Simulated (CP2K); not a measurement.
How far to go with the k-point mesh: Cs (Im-3m, 1 atom in the cell)

```yaml
crystal:
  lattice:
    - [5.25634, 0.00000, 0.00000]
    - [-1.75211, 4.95573, 0.00000]
    - [-1.75211, -2.47786, 4.29178]
  atoms:
    - { symbol: Cs, position: [0.00000, 0.00000, 0.00000] }
```

Method of the run: PBEsol, GPW, DZVP-MOLOPT-SR-GTH basis, GTH-PBE potentials (GTH_POTENTIALS) in CP2K.

Base settings: CUTOFF = 500 Ry; REL_CUTOFF = 50 Ry; SMEAR/METHOD = GAUSSIAN; SIGMA = 0.1 eV; KPOINTS/SCHEME = MACDONALD 4 4 4 0.125 0.125 0.125; XC_FUNCTIONAL = PBE:PBESOL; Cs/BASIS_SET = DZVP-MOLOPT-SR-GTH; Cs/POTENTIAL = GTH-PBE-q9; METHOD = GPW; EPS_DEFAULT = 1e-10.

The second cell is the first with its lattice scaled by 0.98.

Only quantities that move along the ladder and can be compared are tabulated.

The starting cell has typed, rounded lattice constants, without a prior relaxation at this level. Its lattice was rescaled by up to half a per cent. Values carry the incompleteness of an atom-centred basis. The potentials were made for another functional than the one used.

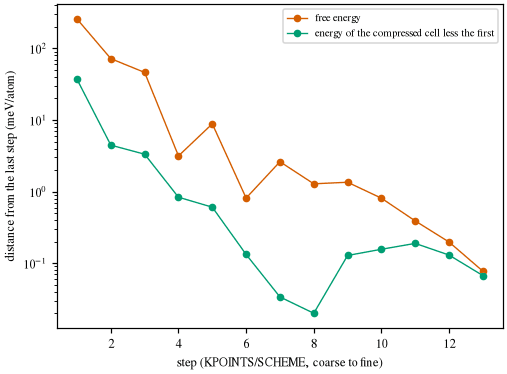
*Distance from the last step along the ladder; very small values are drawn at a floor.*

| KPOINTS/SCHEME | free energy less the last step's (meV/atom) | energy of the compressed cell less the first (meV/atom) | pressure (GPa) |
|---|---|---|---|
| MACDONALD 2 2 2 0.25 0.25 0.25 | 257.56 | -32.28 | -0.76 |
| MONKHORST-PACK 3 3 3 | -71.99 | 0.32 | -0.05 |
| MACDONALD 4 4 4 0.125 0.125 0.125 | 46.20 | 8.11 | 0.13 |
| MONKHORST-PACK 5 5 5 | -3.15 | 3.94 | 0.03 |
| MACDONALD 6 6 6 0.08333333333 0.08333333333 0.08333333333 | 8.85 | 5.38 | 0.06 |
| MONKHORST-PACK 7 7 7 | -0.81 | 4.65 | 0.05 |
| MACDONALD 8 8 8 0.0625 0.0625 0.0625 | 2.61 | 4.81 | 0.05 |
| MONKHORST-PACK 9 9 9 | -1.29 | 4.77 | 0.05 |
| MACDONALD 10 10 10 0.05 0.05 0.05 | 1.35 | 4.91 | 0.06 |
| MONKHORST-PACK 11 11 11 | -0.81 | 4.62 | 0.05 |
| MACDONALD 12 12 12 0.04166666667 0.04166666667 0.04166666667 | 0.39 | 4.97 | 0.06 |
| MACDONALD 14 14 14 0.03571428571 0.03571428571 0.03571428571 | -0.20 | 4.91 | 0.06 |
| MONKHORST-PACK 15 15 15 | 0.08 | 4.71 | 0.05 |
| MONKHORST-PACK 17 17 17 | 0.00 | 4.78 | 0.05 |

Coarsest KPOINTS/SCHEME that holds the energy of the compressed cell less the first within 1 meV/atom of the last step, with all finer ones: MONKHORST-PACK 5 5 5; the step before is off by 3.3 meV/atom.

Coarsest KPOINTS/SCHEME that holds the pressure within 0.5 GPa of the last step, with all finer ones: MONKHORST-PACK 3 3 3; the step before is off by 0.81 GPa.

Coarsest KPOINTS/SCHEME that holds the free energy within 0.5 meV/atom of the last step, with all finer ones: MACDONALD 12 12 12 0.04166666667 0.04166666667 0.04166666667; the step before is off by 0.81 meV/atom.

The energy difference between the two cells stays within 1 meV/atom of the last step's from MONKHORST-PACK 5 5 5 on, the total only from MONKHORST-PACK 11 11 11 on: much of the error is common to both cells and cancels.
